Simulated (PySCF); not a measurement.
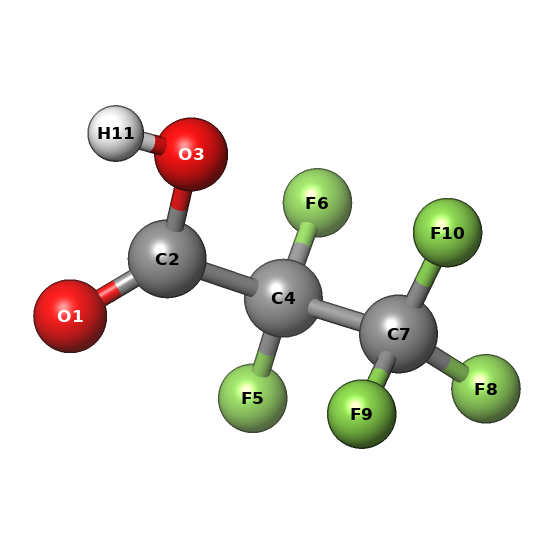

The computed structure is the end point of a PBE0-D3(BJ)/def2-SVP optimisation. No frequency run is at hand to confirm it as a minimum. Electric field gradients from the ground-state density, B3LYP/pcJ-1 (PySCF 2.14.0), non-relativistic apart from any core potentials.

Give the largest field-gradient component, the quadrupole coupling constant and the asymmetry for 17O at O1 (Q = −25.6 mb), 17O at O3 (Q = −25.6 mb), 2H at H11 (Q = 2.86 mb).

```
atom  V_zz (a.u.)  e²qQ/h (MHz)     η
  O1       −1.632          9.81  0.31
  O3        1.563         −9.40  0.47
 H11        0.414         0.278  0.11
```
